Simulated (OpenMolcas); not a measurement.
AlBH$_{4}$: excited-state calculation (part 2 of 2)

The same run, continued: AlBH$_{4}$; CASSCF/ANO-L-VDZP, PCM solvent ethylether (OpenMolcas 26.06). The geometry comes from this level: GFN2-xTB.

Geometry of the input (Å):
```
B  0.0000  0.0000  0.0000
Al 0.0000  0.0000  2.0869
H  0.9876  0.0000  -0.6458
H  -0.9887  0.0026  -0.6442
H  -1.2787  -0.0558  2.9880
H  1.2772  0.0568  2.9900
```

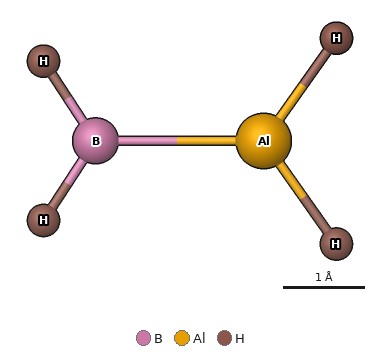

Figure 1. The input geometry (ball-and-stick view, seen on its broad side). Sticks mark near contacts.

**The program's output, continued**
```
      ************************************************************************************************************************
      *                                                    Final results                                                     *
      ************************************************************************************************************************

++    Final optimization conditions:
      ------------------------------

      Average CI energy                            -268.86202217
      RASSCF energy for state  3                   -268.72055375
      Super-CI energy                                -0.00000000
      RASSCF energy change                           -0.00000003
      Max change in MO coefficients              -7.499E-06
      Max non-diagonal density matrix element     9.827E-06
      Maximum BLB matrix element                 -2.642E-06
      (orbital pair  11,  13 in symmetry   1)
      Norm of electronic gradient            3.039E-01
--

      Final state energy(ies):
      ------------------------

::    RASSCF root number  1 Total energy:   -268.99549741
::    RASSCF root number  2 Total energy:   -268.87001534
::    RASSCF root number  3 Total energy:   -268.72055375

++    Molecular orbitals:
      -------------------

      Pseudonatural active orbitals and approximate occupation numbers

      MOLECULAR ORBITALS FOR SYMMETRY SPECIES 1: a

      INDEX  ENERGY  OCCUPATION COEFFICIENTS ...
          1  -58.4395    2.0000
                15 AL2    1s     ( 1.0000)
          2   -7.5918    2.0000
                 1 B1     1s     ( 0.9990)
          3   -4.8621    2.0000
                16 AL2    2s     ( 0.9987)
          4   -3.1742    2.0000
                22 AL2    2py    ( 0.6437)  25 AL2    2pz    ( 0.7647)
          5   -3.1742    2.0000
                22 AL2    2py    ( 0.7647)  25 AL2    2pz    (-0.6440)
          6   -3.1729    2.0000
                19 AL2    2px    ( 0.9986)
          7   -0.6729    2.0000
                 2 B1     2s     ( 0.5348)  17 AL2    3s     ( 0.1416)  26 AL2    3pz    (-0.1410)  33 H3     1s     ( 0.2489)
                38 H4     1s     ( 0.2488)
          8   -0.4947    2.0000
                 8 B1     2pz    ( 0.1419)  17 AL2    3s     ( 0.5257)  26 AL2    3pz    ( 0.1456)  33 H3     1s     (-0.1053)
                43 H5     1s     ( 0.2991)  48 H6     1s     ( 0.2856)
          9   -0.4800    2.0000
                 4 B1     2px    ( 0.6118)  33 H3     1s     ( 0.2847)  34 H3     2s     (-0.1197)  38 H4     1s     (-0.2881)
                39 H4     2s     ( 0.1202)
         10   -0.3490    2.0000
                20 AL2    3px    ( 0.4366)  21 AL2    4px    (-0.1756)  31 AL2    3d1+   ( 0.1623)  43 H5     1s     (-0.4048)
                48 H6     1s     ( 0.3937)
         11   -0.1218    1.0000
                 6 B1     2py    (-0.6122)   8 B1     2pz    (-0.3157)  23 AL2    3py    (-0.3046)  26 AL2    3pz    ( 0.2154)

         12   -0.1785    1.0000
                 2 B1     2s     (-0.1200)   6 B1     2py    ( 0.3922)   8 B1     2pz    (-0.4938)  23 AL2    3py    ( 0.1940)
                26 AL2    3pz    ( 0.3388)  27 AL2    4pz    (-0.1041)  33 H3     1s     ( 0.1455)  38 H4     1s     ( 0.1458)
                43 H5     1s     ( 0.1211)  48 H6     1s     ( 0.1276)
         13    0.0800    0.0000
                 2 B1     2s     ( 0.5491)   3 B1     3s     ( 0.2209)   8 B1     2pz    ( 0.8423)   9 B1     3pz    ( 0.9055)
                16 AL2    2s     (-0.1724)  17 AL2    3s     (-0.8363)  18 AL2    4s     (-0.2834)  26 AL2    3pz    ( 0.9292)
                27 AL2    4pz    ( 0.4948)  33 H3     1s     ( 0.3000)  34 H3     2s     ( 0.2182)  38 H4     1s     ( 0.2919)
                39 H4     2s     ( 0.2129)  43 H5     1s     (-0.2318)  44 H5     2s     (-0.1898)  48 H6     1s     (-0.2258)
                49 H6     2s     (-0.1855)
         14    0.0918    0.0000
                 4 B1     2px    (-0.1128)   5 B1     3px    (-0.1391)   6 B1     2py    (-0.8083)   7 B1     3py    (-0.5128)
                23 AL2    3py    ( 1.2185)  24 AL2    4py    ( 0.5898)
         15    0.0983    0.0000
                 4 B1     2px    ( 1.0000)   5 B1     3px    ( 1.2190)   6 B1     2py    (-0.1132)  21 AL2    4px    ( 0.1070)
                23 AL2    3py    ( 0.1817)  31 AL2    3d1+   ( 0.1177)  33 H3     1s     (-0.6920)  34 H3     2s     (-0.4999)
                38 H4     1s     ( 0.7034)  39 H4     2s     ( 0.5088)  43 H5     1s     ( 0.2625)  44 H5     2s     ( 0.1559)
                48 H6     1s     (-0.2607)  49 H6     2s     (-0.1548)
         16    0.1327    0.0000
                 1 B1     1s     ( 0.1720)   2 B1     2s     ( 1.1496)   3 B1     3s     ( 0.3754)   8 B1     2pz    (-0.8753)
                 9 B1     3pz    (-0.9900)  16 AL2    2s     ( 0.2881)  17 AL2    3s     ( 1.1687)  18 AL2    4s     ( 0.2666)
                26 AL2    3pz    ( 0.8598)  27 AL2    4pz    ( 0.5704)  30 AL2    3d0    ( 0.1485)  33 H3     1s     (-0.5920)
                34 H3     2s     (-0.4877)  38 H4     1s     (-0.5735)  39 H4     2s     (-0.4723)  43 H5     1s     (-0.3451)
                44 H5     2s     (-0.3261)  48 H6     1s     (-0.3291)  49 H6     2s     (-0.3134)
         17    0.1465    0.0000
                 6 B1     2py    ( 0.4138)   7 B1     3py    ( 0.9472)  20 AL2    3px    ( 0.1037)  23 AL2    3py    (-0.4834)
                24 AL2    4py    ( 0.2129)  29 AL2    3d1-   ( 0.2072)
--

      Von Neumann Entropy (Root   1) =  0.06538

      Mulliken population analysis for root number:  1
      -----------------------------------------------

++    Molecular charges:
      ------------------

      Mulliken charges per centre and basis function type
      ---------------------------------------------------

                B1      AL2     H3      H4      H5      H6
      1s       1.9983  2.0000  0.7852  0.7850  0.9686  0.9431
      2s       1.0688  1.9977  0.0178  0.0176  0.0125  0.0151
      2px      1.1103  1.9984  0.0136  0.0136  0.0134  0.0181
      2pz      1.0542  2.0000  0.0130  0.0130  0.0099  0.0057
      2py      0.0106  2.0000  0.0002  0.0002  0.0000  0.0005
      3s       0.0036  1.0071  0.0000  0.0000  0.0000  0.0000
      3px      0.0582  0.7231  0.0000  0.0000  0.0000  0.0000
      3pz      0.0585  0.7125  0.0000  0.0000  0.0000  0.0000
      3py     -0.0000  0.0051  0.0000  0.0000  0.0000  0.0000
      4s       0.0000  0.0115  0.0000  0.0000  0.0000  0.0000
      3d2+     0.0175  0.0318  0.0000  0.0000  0.0000  0.0000
      3d1+     0.0643  0.1632  0.0000  0.0000  0.0000  0.0000
      3d0      0.0137  0.0570  0.0000  0.0000  0.0000  0.0000
      3d1-     0.0001  0.0010  0.0000  0.0000  0.0000  0.0000
      3d2-    -0.0000  0.0003  0.0000  0.0000  0.0000  0.0000
      4px      0.0000  0.0817  0.0000  0.0000  0.0000  0.0000
      4pz      0.0000  0.1053  0.0000  0.0000  0.0000  0.0000
      4py      0.0000  0.0001  0.0000  0.0000  0.0000  0.0000
      Total    5.4582 12.8957  0.8298  0.8294  1.0044  0.9826

      N-E     -0.4582  0.1043  0.1702  0.1706 -0.0044  0.0174

      Total electronic charge=   22.000000

      Total            charge=   -0.000000
--

      Expectation values of various properties for root number:  1
      -----------------------------------------------------------

++    Molecular properties:
      ---------------------

      Charge (e):
                      =   -0.0000
      Dipole Moment (debye):
      Origin of the operator (angstrom)=   -0.0001    0.0001    1.4524
                   X=  1.8171E-01               Y=  1.2161E-01               Z=  1.8007E-01           Total=  2.8325E-01
      Quadrupole Moment (debye*angstrom):
      Origin of the operator (angstrom)=   -0.0001    0.0001    1.4524
                  XX= -2.4996E+01              XY= -1.1338E-01              XZ=  1.3986E-01              YY= -1.7994E+01
                  YZ=  1.9911E-01              ZZ= -2.6333E+01
      In traceless form (debye*angstrom)
                  XX= -2.8324E+00              XY= -1.7007E-01              XZ=  2.0979E-01              YY=  7.6706E+00
                  YZ=  2.9867E-01              ZZ= -4.8382E+00
--

      LoProp population analysis for root number:  1
      -----------------------------------------------

++    LoProp analysis:
      ----------------

++    Static properties:
      ------------------

      LoProp Charges per center

                   B1       AL2      H3       H4       H5       H6
      Nuclear      5.0000  13.0000   1.0000   1.0000   1.0000   1.0000
      Electronic  -5.2495 -12.5778  -1.0119  -1.0116  -1.0849  -1.0644

      Total       -0.2495   0.4222  -0.0119  -0.0116  -0.0849  -0.0644
--

      Natural Bond Order analysis for root number:  1

++    Natural Bond Order analysis
      ---------------------------
      Based on LoProp computed density
      -------------------------------------------------------------------------------------
      Atom A       Atom B       Bond Order | Atom A       Atom B       Bond Order
        AL2          H5             0.779  |   AL2          H6             0.785
      -------------------------------------------------------------------------------------
      NBO located      3.129 electrons involved in    2 bonds.
      NBO located      1.001 non-bonded electrons on atom B1
      NBO located      0.955 non-bonded electrons on atom AL2
      NBO located      0.984 non-bonded electrons on atom AL2
      NBO located      0.996 non-bonded electrons on atom AL2
      NBO located      1.000 non-bonded electrons on atom AL2
      NBO located      1.000 non-bonded electrons on atom AL2
      The remaining    4.050 electrons are to be considered as diffuse
--

--

      Von Neumann Entropy (Root   2) =  1.00000

      Mulliken population analysis for root number:  2
      -----------------------------------------------

++    Molecular charges:
      ------------------

      Mulliken charges per centre and basis function type
      ---------------------------------------------------

                B1      AL2     H3      H4      H5      H6
      1s       1.9983  2.0000  0.7488  0.7481  0.9372  0.9082
      2s       1.0421  1.9977  0.0157  0.0155  0.0127  0.0154
      2px      1.1103  1.9984  0.0128  0.0129  0.0128  0.0173
      2pz      0.6114  1.9998  0.0101  0.0101  0.0100  0.0054
      2py      0.6785  2.0000  0.0114  0.0114  0.0014  0.0018
      3s       0.0020  0.9994  0.0000  0.0000  0.0000  0.0000
      3px      0.0582  0.7234  0.0000  0.0000  0.0000  0.0000
      3pz      0.0182  0.4773  0.0000  0.0000  0.0000  0.0000
      3py     -0.0028  0.2444  0.0000  0.0000  0.0000  0.0000
      4s       0.0000  0.0049  0.0000  0.0000  0.0000  0.0000
      3d2+     0.0153  0.0270  0.0000  0.0000  0.0000  0.0000
      3d1+     0.0643  0.1632  0.0000  0.0000  0.0000  0.0000
      3d0      0.0129  0.0463  0.0000  0.0000  0.0000  0.0000
      3d1-     0.0083  0.0492  0.0000  0.0000  0.0000  0.0000
      3d2-    -0.0000  0.0002  0.0000  0.0000  0.0000  0.0000
      4px      0.0000  0.0817  0.0000  0.0000  0.0000  0.0000
      4pz      0.0000  0.0528  0.0000  0.0000  0.0000  0.0000
      4py      0.0000 -0.0018  0.0000  0.0000  0.0000  0.0000
      Total    5.6170 12.8640  0.7989  0.7980  0.9741  0.9480

      N-E     -0.6170  0.1360  0.2011  0.2020  0.0259  0.0520

      Total electronic charge=   22.000000

      Total            charge=   -0.000000
--

      Expectation values of various properties for root number:  2
      -----------------------------------------------------------

++    Molecular properties:
      ---------------------

      Charge (e):
                      =   -0.0000
      Dipole Moment (debye):
      Origin of the operator (angstrom)=   -0.0001    0.0001    1.4524
                   X=  2.0529E-01               Y=  1.1640E-01               Z=  1.6208E+00           Total=  1.6379E+00
      Quadrupole Moment (debye*angstrom):
      Origin of the operator (angstrom)=   -0.0001    0.0001    1.4524
                  XX= -2.5175E+01              XY= -3.2487E-02              XZ=  2.1145E-01              YY= -2.3973E+01
                  YZ=  1.8110E-01              ZZ= -2.5041E+01
      In traceless form (debye*angstrom)
                  XX= -6.6866E-01              XY= -4.8730E-02              XZ=  3.1717E-01              YY=  1.1354E+00
                  YZ=  2.7165E-01              ZZ= -4.6670E-01
--

      LoProp population analysis for root number:  2
      -----------------------------------------------

++    LoProp analysis:
      ----------------

++    Static properties:
      ------------------

      LoProp Charges per center

                   B1       AL2      H3       H4       H5       H6
      Nuclear      5.0000  13.0000   1.0000   1.0000   1.0000   1.0000
      Electronic  -5.4230 -12.5795  -0.9683  -0.9674  -1.0433  -1.0185

      Total       -0.4230   0.4205   0.0317   0.0326  -0.0433  -0.0185
--

      Natural Bond Order analysis for root number:  2

++    Natural Bond Order analysis
      ---------------------------
      Based on LoProp computed density
      -------------------------------------------------------------------------------------
      Atom A       Atom B       Bond Order
      -------------------------------------------------------------------------------------
      NBO located      1.001 non-bonded electrons on atom B1
      NBO located      1.005 non-bonded electrons on atom AL2
      NBO located      0.998 non-bonded electrons on atom AL2
      NBO located      1.000 non-bonded electrons on atom AL2
      NBO located      1.000 non-bonded electrons on atom AL2
      NBO located      1.000 non-bonded electrons on atom AL2
      The remaining    7.108 electrons are to be considered as diffuse
--

--

      Von Neumann Entropy (Root   3) =  0.06538

      Mulliken population analysis for root number:  3
      -----------------------------------------------

++    Molecular charges:
      ------------------

      Mulliken charges per centre and basis function type
      ---------------------------------------------------

                B1      AL2     H3      H4      H5      H6
      1s       1.9983  2.0000  0.7125  0.7113  0.9059  0.8734
      2s       1.0154  1.9977  0.0137  0.0134  0.0129  0.0157
      2px      1.1103  1.9984  0.0121  0.0121  0.0122  0.0164
      2pz      0.1686  1.9997  0.0072  0.0072  0.0100  0.0050
      2py      1.3463  2.0000  0.0226  0.0226  0.0027  0.0030
      3s       0.0004  0.9917  0.0000  0.0000  0.0000  0.0000
      3px      0.0582  0.7238  0.0000  0.0000  0.0000  0.0000
      3pz     -0.0221  0.2420  0.0000  0.0000  0.0000  0.0000
      3py     -0.0055  0.4838  0.0000  0.0000  0.0000  0.0000
      4s       0.0000 -0.0016  0.0000  0.0000  0.0000  0.0000
      3d2+     0.0131  0.0222  0.0000  0.0000  0.0000  0.0000
      3d1+     0.0644  0.1632  0.0000  0.0000  0.0000  0.0000
      3d0      0.0121  0.0355  0.0000  0.0000  0.0000  0.0000
      3d1-     0.0165  0.0974  0.0000  0.0000  0.0000  0.0000
      3d2-    -0.0000  0.0002  0.0000  0.0000  0.0000  0.0000
      4px      0.0000  0.0817  0.0000  0.0000  0.0000  0.0000
      4pz      0.0000  0.0002  0.0000  0.0000  0.0000  0.0000
      4py      0.0000 -0.0036  0.0000  0.0000  0.0000  0.0000
      Total    5.7759 12.8323  0.7680  0.7666  0.9437  0.9134

      N-E     -0.7759  0.1677  0.2320  0.2334  0.0563  0.0866

      Total electronic charge=   22.000000

      Total            charge=   -0.000000
--

      Expectation values of various properties for root number:  3
      -----------------------------------------------------------

++    Molecular properties:
      ---------------------

      Charge (e):
                      =   -0.0000
      Dipole Moment (debye):
      Origin of the operator (angstrom)=   -0.0001    0.0001    1.4524
                   X=  2.2886E-01               Y=  1.1283E-01               Z=  3.0615E+00           Total=  3.0721E+00
      Quadrupole Moment (debye*angstrom):
      Origin of the operator (angstrom)=   -0.0001    0.0001    1.4524
                  XX= -2.5354E+01              XY=  4.8395E-02              XZ=  2.8314E-01              YY= -2.9951E+01
                  YZ=  1.6267E-01              ZZ= -2.3748E+01
      In traceless form (debye*angstrom)
                  XX=  1.4951E+00              XY=  7.2592E-02              XZ=  4.2470E-01              YY= -5.3999E+00
                  YZ=  2.4400E-01              ZZ=  3.9048E+00
--

      LoProp population analysis for root number:  3
      -----------------------------------------------

++    LoProp analysis:
      ----------------

++    Static properties:
      ------------------

      LoProp Charges per center

                   B1       AL2      H3       H4       H5       H6
      Nuclear      5.0000  13.0000   1.0000   1.0000   1.0000   1.0000
      Electronic  -5.5964 -12.5813  -0.9247  -0.9232  -1.0017  -0.9727

      Total       -0.5964   0.4187   0.0753   0.0768  -0.0017   0.0273
--

      Natural Bond Order analysis for root number:  3

++    Natural Bond Order analysis
      ---------------------------
      Based on LoProp computed density
      -------------------------------------------------------------------------------------
      Atom A       Atom B       Bond Order
      -------------------------------------------------------------------------------------
      NBO located      1.002 non-bonded electrons on atom B1
      NBO located      1.005 non-bonded electrons on atom AL2
      NBO located      1.001 non-bonded electrons on atom AL2
      NBO located      1.000 non-bonded electrons on atom AL2
      NBO located      1.000 non-bonded electrons on atom AL2
      NBO located      1.000 non-bonded electrons on atom AL2
      The remaining    7.103 electrons are to be considered as diffuse
--

--

      Average orbitals are written to the RASORB file
      Natural orbitals for root   1 are written to the RASORB.1 file
      Natural orbitals for root   2 are written to the RASORB.2 file
      Natural orbitals for root   3 are written to the RASORB.3 file
      Spin density orbitals for root   1 are written to the SPDORB.1 file
      Spin density orbitals for root   2 are written to the SPDORB.2 file
      Spin density orbitals for root   3 are written to the SPDORB.3 file

--- Stop Module: rasscf /rc=_RC_ALL_IS_WELL_ ---
           step8.RasOrb.3 step8.rasscf.h5 step8.SpdOrb.1 step8.SpdOrb.2 step8.SpdOrb.3 xmldump
--- Module rasscf spent 10 seconds ---

.##################.
.# Happy landing! #.
.##################.

    Timing: Wall=12.09 User=11.53 System=0.56
```

**Key numbers**

- outcome: converged
- total energy: −268.995497 hartree
- CASSCF energy: −268.995497 hartree
- basis functions: 52
- wall time: 12 s
- peak memory: 0.084 GiB
